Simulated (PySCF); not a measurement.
C4H9O, SMILES C[CH]CCO, doublet at its PBE0/def2-SVP optimised geometry (Å):

```
14

C      1.8223     0.8175    -0.6129
C      0.9546    -0.1605    -1.3186
C     -0.5309    -0.1059    -1.2476
C     -1.1283    -0.7746     0.0000
O     -2.5289    -0.7746     0.0000
H      1.3846     1.8304    -0.6221
H      1.9764     0.5561     0.4551
H      2.8262     0.8762    -1.0621
H      1.4176    -1.0643    -1.7299
H     -0.8678     0.9495    -1.2618
H     -0.9854    -0.5958    -2.1254
H     -0.7142    -0.2951     0.9106
H     -0.8156    -1.8304     0.0322
H     -2.8262     0.1412     0.0000
```

Calculation: PySCF with unrestricted PBE0/def2-TZVP.

Map of the electrostatic potential (hartree/e), clipped to [-0.08, 0.12] on the plane z = 0.8 Å:

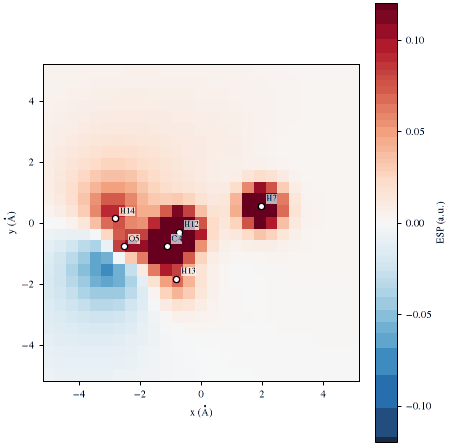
Fig. 1. Electrostatic potential (hartree/e), clipped to [-0.08, 0.12] on the plane z = 0.8 Å.
